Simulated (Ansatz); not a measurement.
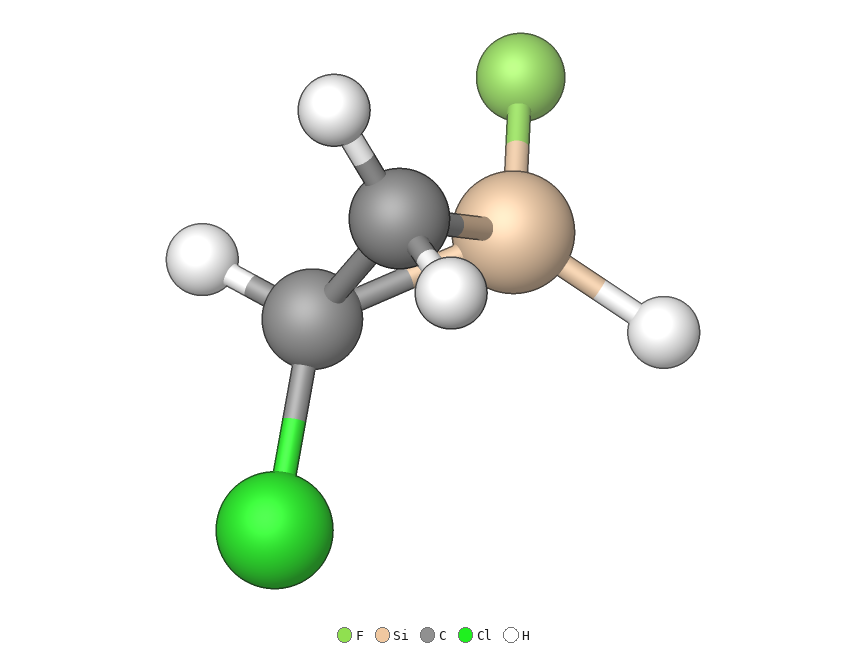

Starting geometry of the run.

The calculation was set up as follows.

```yaml
crystal:
  periodic: [false, false, false]
  atoms:
    - {symbol: F, position_ang: [-1.769308, -0.600155, 1.616176]}
    - {symbol: Si, position_ang: [-0.519778, 0.237723, 0.968925]}
    - {symbol: C, position_ang: [0.786060, -0.616424, -0.034837]}
    - {symbol: C, position_ang: [-0.249425, 0.204627, -0.869636]}
    - {symbol: Cl, position_ang: [0.348505, 1.581474, -1.832888]}
    - {symbol: H, position_ang: [-0.205542, 1.420406, 1.814583]}
    - {symbol: H, position_ang: [0.842300, -1.699875, -0.241616]}
    - {symbol: H, position_ang: [1.788485, -0.154035, 0.034304]}
    - {symbol: H, position_ang: [-0.932897, -0.420141, -1.472211]}
basis:
  gaussian: {orbitals: def2-TZVP}
hamiltonian: {xc: pbe0, dispersion: d4}
relax: {f_tol: 0.005, max_steps: 150}
```

It was started with:

```sh
ansatz run in.yaml --threads 4 --pin off --events-out ev --progress --plain --max-ram 10444MiB
```

Output (its end):

```
mean field -25246.93434246 eV, -927.8077240985 hartree, gradient 1.2e-5 eV, S^2 0.000000; 1 other end points of the search recorded, 0 dependent functions left out
the calculation of the forces begins
reference -25246.93437175 eV, -927.8077251750 hartree; 28, 28 occupied and 163, 163 virtual orbitals, 1228 factors
Total energy: -25247.11159547 eV, -927.8142380266 hartree
Atom 0 at    -1.708118    -0.600234     1.604881 Å, force    -0.001158    -0.002346    -0.000386 eV/Å
Atom 1 at    -0.512920     0.227603     0.957001 Å, force     0.000660     0.003532     0.001756 eV/Å
Atom 2 at     0.781451    -0.609583    -0.022001 Å, force     0.000181    -0.002462     0.000035 eV/Å
Atom 3 at    -0.261344     0.199274    -0.856326 Å, force    -0.000790     0.000750    -0.001830 eV/Å
Atom 4 at     0.340003     1.583069    -1.763434 Å, force     0.000381     0.000198    -0.000086 eV/Å
Atom 5 at    -0.228579     1.427705     1.757854 Å, force     0.000620     0.000176     0.000281 eV/Å
Atom 6 at     0.795802    -1.677548    -0.217670 Å, force     0.000541     0.000245     0.000600 eV/Å
Atom 7 at     1.778900    -0.178568     0.005365 Å, force    -0.000184     0.000342    -0.000323 eV/Å
Atom 8 at    -0.896797    -0.418118    -1.482869 Å, force    -0.000251    -0.000435    -0.000047 eV/Å
Dipole moment:     0.098185    -0.171938     0.155950 e Å
```
